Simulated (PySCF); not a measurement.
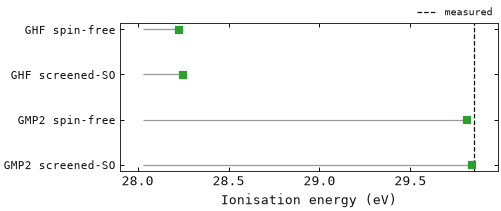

The ionisation energy of an atom or ion with 79 electrons in the configuration [Xe] 4f¹⁴ 5d¹⁰ 6s₁/₂ by several methods. PySCF, x2c-TZVPPall-2c, two-component X2C-1e. 60 core electrons frozen.

Question: Name the element and charge.

Answer: Tl III (Tl²⁺). The values run from 28.22 eV (GHF spin-free) to 29.84 eV (GMP2 screened-SO). The measured value is 29.85 eV; nearest to it come GMP2 screened-SO (−0.02) and GMP2 spin-free (−0.04), furthest GHF spin-free (−1.63 eV).
